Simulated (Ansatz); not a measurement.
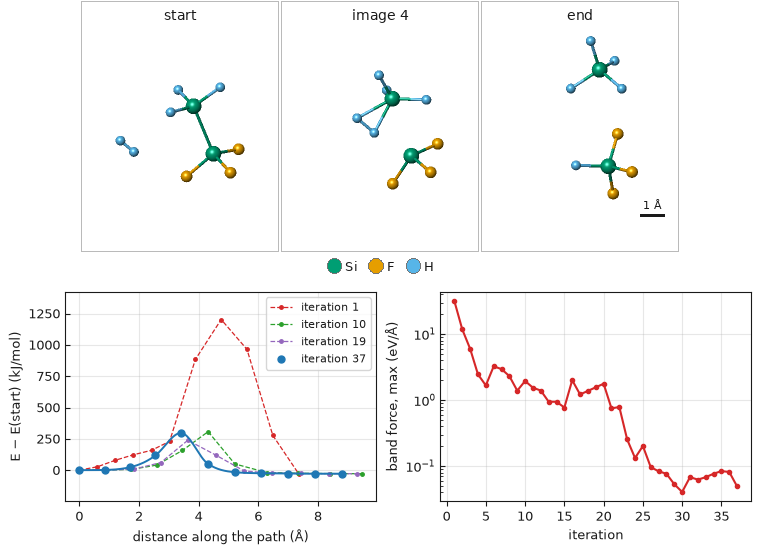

NEB run on Si₂H₅F₃, made up of Si2H3F3 and H₂. Images are numbered from 0 (start) to 10 (end). The plot follows the band through its iterations. Style: ball-and-stick. Shown at a tilt.

These are results of RKS PBE0/def2-SVP in Ansatz 0.2.0, not measurements. Set-up: 9 movable images; climbing image; force threshold 0.05 eV/Å; iteration limit 60; starting path through a guess of the saddle point.

### Did the band converge, and can the barrier be trusted?

The result is final at these settings. The band converged in 37 iterations. The largest component of the band force went from 31 to 0.049 eV/Å. The climbing image converged on the top of the path. Its vibrational analysis gives one imaginary mode (1583i cm⁻¹), as a transition state must have. The first iteration put the highest image at 1202.3 kJ/mol. The energy climbs by 296.8 kJ/mol to image 4 and then falls by 325.1 kJ/mol, so the end point sits at −28.3 kJ/mol.

Limits of the set-up: the start holds two separate molecules, 2.5 Å apart at their closest, whose relative position is a soft coordinate and is computed without a dispersion correction.
